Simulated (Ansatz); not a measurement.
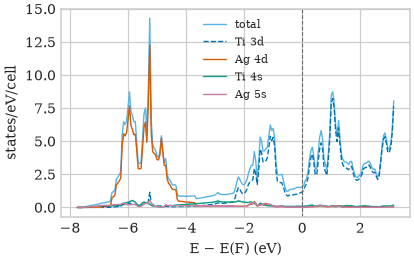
*Total and projected density of states of Ti₂Ag (MoSi2 or CaC2 type, I4/mmm), plane-wave PAW r²SCAN (Ansatz code)*

Q: Which orbitals carry the states next to the Fermi level?

A: Within 0.5 eV of the Fermi level: Ti 3d 80 %, outside the projected shells 11 %. Projections are on Löwdin-orthogonalised atomic valence shells; empty p or d shells of many metals are not among them.

Q: Where is the tallest occupied peak in this window, and what makes it?

A: Near -5.2 eV, about 14 states/eV per cell; the largest projected share is Ag 4d.

The workflow started from a Materials Project entry (that database holds measured and hypothetical structures alike); the Crystallography Open Database copy checked does not list it. With Ti and Ag taken as one species the cell has the higher symmetry I4/mmm, so it may be an ordered model of a mixed-site phase. Its standing as an ambient phase is unchecked. The cell was relaxed with r²SCAN under the symmetry of its start; whether a distortion lowers the energy is not shown. The run is not spin-polarised. Scalar-relativistic: spin–orbit coupling is off unless named, which matters more the heavier the elements.

Potentials: the later of the program's two PAW sets.
